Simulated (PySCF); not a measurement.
**C₂H₃F₂O, doublet, SMILES `[O]CC(F)F`: what the electrons do**

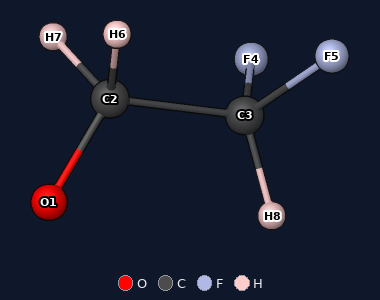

The molecule, with its atoms numbered as below. No frequency check shows the geometry to be a minimum.

Geometry (Å), atoms numbered from 1:

```
O1      -2.0055   -0.0011   -0.3060
C2      -0.9378    0.0042    0.4344
C3       0.4208    0.0004   -0.3130
F4       1.1538    1.0812    0.0440
F5       1.1502   -1.0839    0.0459
H6      -0.9460   -0.8541    1.1582
H7      -0.9431    0.8605    1.1567
H8       0.2995   -0.0006   -1.4052
```

### 1. Bonding charge

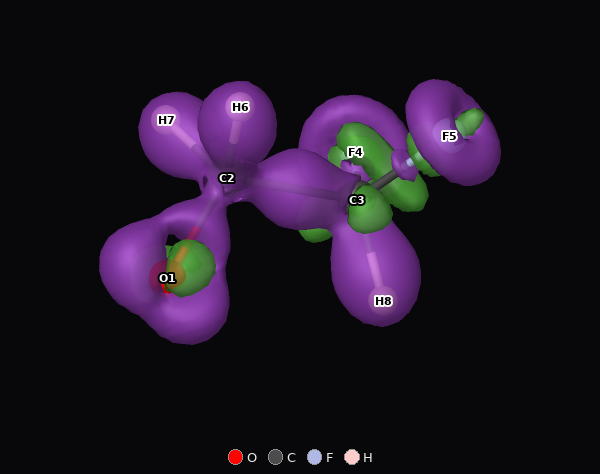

Deformation density (molecule less spherical, spin-averaged free atoms at the same positions), surfaces at ±0.16 e/Å³; purple: gain, green: loss.

Level of theory: TPSS/6-31+G* (PySCF), at a geometry from GFN2-xTB. The stability of the open-shell solution wasn't checked. GFN2-xTB doesn't know the spin state, so this open-shell geometry is rough.

How much density has each bond gained at its critical point, relative to the free atoms?

Answer. C3–H8: +0.78 e/Å³ at the bond critical point (bond length 1.10 Å). C2–H7 and C2–H6: +0.56 e/Å³ at the bond critical point (bond length 1.12 Å). C2–C3: +0.56 e/Å³ at the bond critical point (bond length 1.55 Å). O1–C2: +0.33 e/Å³ at the bond critical point (bond length 1.30 Å). C3–F4 and C3–F5: −0.01 e/Å³ at the bond critical point (bond length 1.35 Å); up to 0.6 Å beside the axis the gain reaches +0.24 e/Å³. In all, 1.8 electrons gather in the regions of gain relative to the promolecule. A small or negative value marks a very polar bond, one between electron-rich atoms, whose free-atom densities already overlap strongly, a long bond to a heavier atom, or a closed-shell contact such as a hydrogen bond.

Where do the Hirshfeld charges lie?

Answer. The highest Hirshfeld charge is on C3 (+0.15 e), the lowest on O1 (−0.14 e).

### 2. Bond critical points

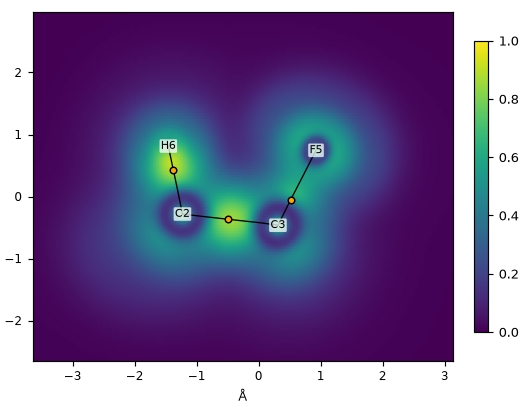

Localised orbital locator (LOL) in the plane of C2, C3, F5 and H6, with bond paths and bond critical points (dots).

Rank the bonds in the plane by LOL at their critical points.

Answer. C2–H6: about 0.89; C2–C3: about 0.85; C3–F5: about 0.45. Values above 0.5 mark slow, localised electrons, as in shared pairs; low values at a critical point mark a polar or closed-shell contact whose critical point lies between the shells.

Where along C3–F5 does the critical point lie?

Answer. 0.45 Å from C3 and 0.90 Å from F5.

### 3. Electrostatic potential

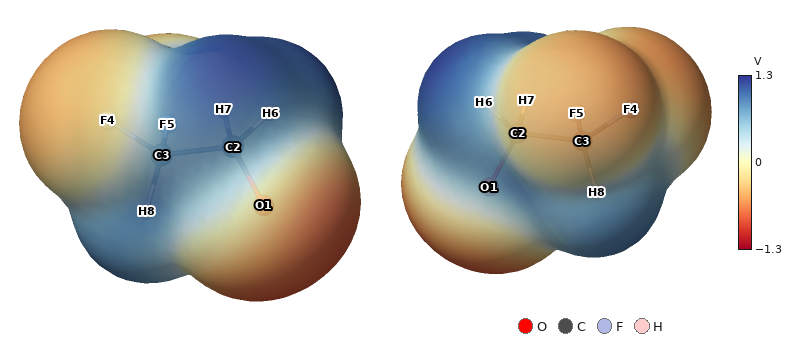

Electrostatic potential on the surface of electron density 0.001 a.u. (back view left, front view right).

Where are the extremes of the potential on the surface?

Answer. Highest: 1.20 V, 1.3 Å from H6. Further maxima include 0.96 V, near C2 (1.91 Å), H7 (1.92 Å), O1 (2.02 Å), C3 (2.04 Å) and H8 (2.10 Å), and at like points elsewhere; 0.96 V, 1.3 Å from H8. Lowest: −0.88 V, 1.8 Å from O1. Further minima include −0.61 V, 1.7 Å from F5, and at like points elsewhere. The surface is sampled at points, so like sites can differ by a few per cent and only the strongest of them is named.

### 4. Spin density

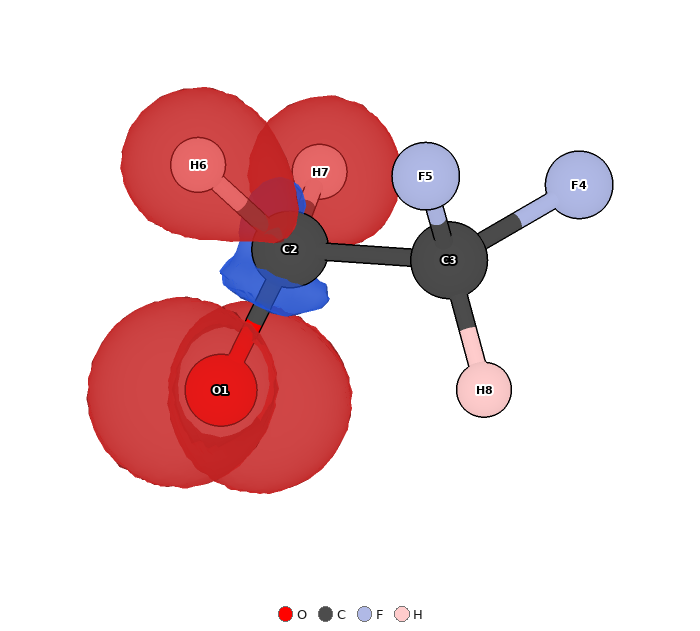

Spin density ρα − ρβ at ±0.03 e/Å³ (red: excess α, blue: excess β).

Give the atomic spin populations that go with this picture.

Answer. Hirshfeld spin populations: O1 +0.74, H6 and H7 +0.08 and C2 +0.08. ⟨S²⟩ = 0.75, as for a pure state. The picture also shows regions of β spin from spin polarisation; the Hirshfeld sums, whose atoms overlap, net them against the α spin of neighbours.

### 5. Removing or adding an electron

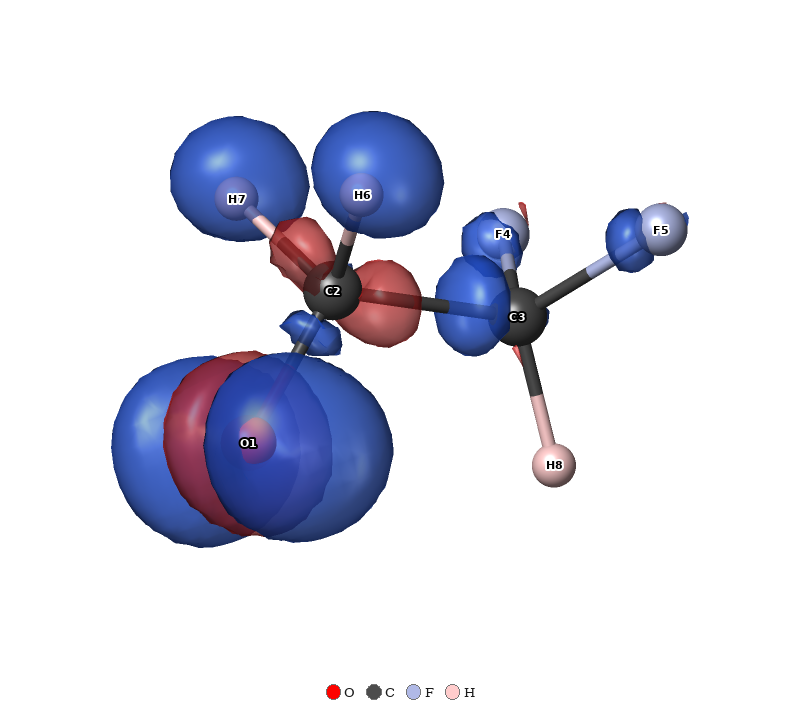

Fukui function f⁺ = ρ(N+1) − ρ(N) at fixed geometry, surfaces at ±0.06 e/Å³ (blue positive, red negative).

Computed with PySCF, TPSS/def2-TZVP, geometry: GFN2-xTB. GFN2-xTB doesn't know the spin state, so this open-shell geometry is rough.

Which atoms respond most to the addition of an electron?

Answer. f⁺ (Hirshfeld-condensed) is largest on O1 (0.45); the vertical electron affinity is 1.71 eV (to the singlet anion, which needn't be its lowest state; the anion's highest orbital has positive energy, so this value and f⁺ depend on the basis). Condensed values hint at sites of nucleophilic attack but needn't mark the atom that reacts. Orbital relaxation makes it negative in places (0.24 e in all).

```
atom     f⁺  charge
  O1  +0.45   −0.12
  C2  +0.10   +0.01
  C3  +0.03   +0.14
  F4  +0.05   −0.10
  F5  +0.05   −0.11
  H6  +0.14   +0.07
  H7  +0.14   +0.07
  H8  +0.04   +0.04
```

The PySCF runs shown took 46 s and 13 min on 1 thread of Arm Neoverse V1, on a shared host.
